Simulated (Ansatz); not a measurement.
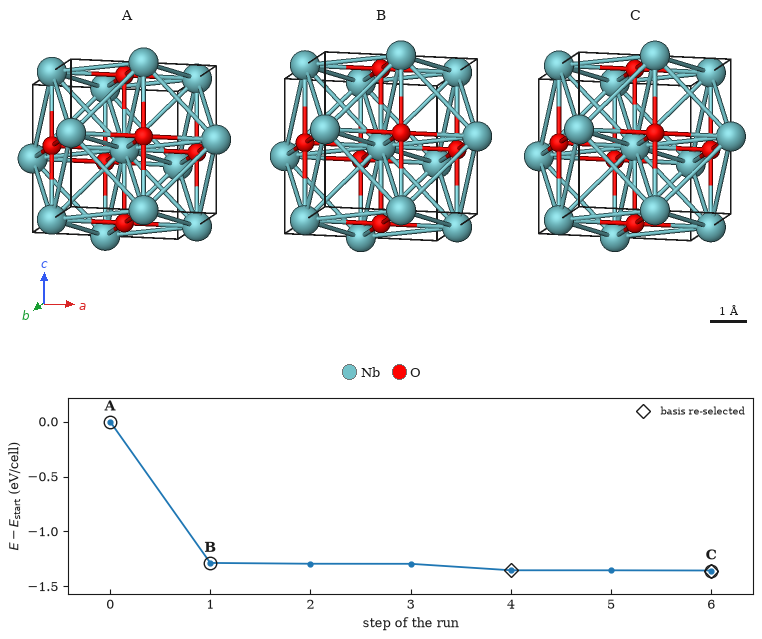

Frames of a relaxation of crystalline Nb4O3 (a generated structure, set up in Pm-3m) (coarse preliminary run), marked on the history of the run. Style: ball-and-stick. Shown: the cell of the calculation, from a free direction.

These are results of Ansatz, DFT PBE, scalar-relativistic, plane waves, PAW, not measurements. (plane-wave cutoff 420 eV; k-point mesh 4 × 4 × 4; occupations gaussian; smearing width 0.1 eV; no spin polarisation; cell and atoms relaxed; force threshold 0.04 eV/Å; at most 70 steps)

> Describe the path.

Over 4 accepted moves (6 points after the start) the energy falls by 1.356 eV per cell of the calculation. All forces vanish by symmetry, so only the cell relaxes. The pressure goes from 44.87 to 0.06 GPa. At 2 points the geometry stayed and the basis and grid were re-selected for the new cell (energy shift of 58.9 meV per cell of the calculation at most each time). The atoms keep their places relative to the cell (all moves are under 0.005 Å). The drawn cell changes as follows: a = b = c 4.206 → 4.403 Å (+4.7 %); the volume changes by +14.7 %. Some distances before and after: Nb–Nb 2.974 → 3.114 Å, Nb–O 2.103 → 2.202 Å. The space group stays Pm-3m (No. 221). From step 0 to 1: volume +15.3 %, energy −1.287 eV per cell of the calculation. From step 1 to 6: volume −0.5 %, energy −68.9 meV per cell of the calculation.

| step | E − E(0), meV/atom | pressure, GPa | volume, Å³/atom | note |
| --- | --- | --- | --- | --- |
| 0 | 0.00 | 44.87 | 10.629 |  |
| 1 | -183.83 | -2.35 | 12.260 |  |
| 2 | -184.88 | -0.46 | 12.168 |  |
| 3 | -184.96 | 0.01 | 12.145 |  |
| 4 | -193.38 | 1.06 | 12.145 | same geometry, new basis |
| 5 | -193.42 | 0.05 | 12.196 |  |
| 6 | -193.67 | 0.06 | 12.196 | same geometry, new basis |

Limits of the set-up: the k-point mesh is coarse for a cell with partly filled bands.
